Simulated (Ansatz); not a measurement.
Band structure of Cu3AsS4 (P-43m, 8 atoms in the cell).

```yaml
crystal:
  lattice:
    - [5.14298, 0.00000, 0.00000]
    - [0.00000, 5.14298, 0.00000]
    - [0.00000, 0.00000, 5.14298]
  atoms:
    - { symbol: Cu, position: [0.00000, 0.50000, 0.50000] }
    - { symbol: Cu, position: [0.50000, 0.00000, 0.50000] }
    - { symbol: Cu, position: [0.50000, 0.50000, 0.00000] }
    - { symbol: As, position: [0.00000, 0.00000, 0.00000] }
    - { symbol: S, position: [0.25268, 0.74732, 0.74732] }
    - { symbol: S, position: [0.74732, 0.74732, 0.25268] }
    - { symbol: S, position: [0.74732, 0.25268, 0.74732] }
    - { symbol: S, position: [0.25268, 0.25268, 0.25268] }
```

Level of theory: PBEsol, PAW files made with PBE (plane waves; Ansatz, a program for electronic structure).

Settings: basis.ecutwfc = 420 eV; kpoints.mp_grid.grid = 7 7 7; hamiltonian.xc = pbesol; hamiltonian.pseudopotentials = {kind: paw} (the program's default PAW files); scf.occupations.method = fermi_dirac; scf.occupations.width = 0.1 eV; kpoints.band_path.npoints = 8.

The starting cell comes from a database of computed structures (which also holds hypothetical and non-ambient phases and stackings), without a prior relaxation at this level. Its lattice was rescaled by a random factor within 2.5 % of one. Spin polarisation is off. The run gives no clean gap (levels at the Fermi energy touch, overlap or are partly filled at this smearing), which alone does not show that the compound is a metal.

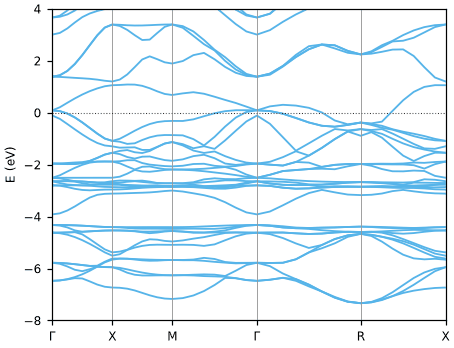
Bands along the path, energies from the Fermi level.

Levels in eV from the Fermi level, bands 45 to 52:
| point | 45 | 46 | 47 | 48 | 49 | 50 | 51 | 52 |
|---|---|---|---|---|---|---|---|---|
| Γ | -1.96 | -0.11 | 0.09 | 0.09 | 0.09 | 1.39 | 1.39 | 1.39 |
| X | -1.54 | -1.29 | -1.09 | -1.09 | 1.06 | 1.20 | 3.40 | 3.40 |
| M | -1.13 | -1.13 | -0.86 | -0.32 | 0.68 | 1.89 | 3.40 | 3.40 |
| R | -0.63 | -0.63 | -0.38 | -0.38 | -0.38 | 2.24 | 2.24 | 2.24 |

Bands cross the Fermi level along this path, so the cell is metallic at this level.

Keys are those of Ansatz 0.2.
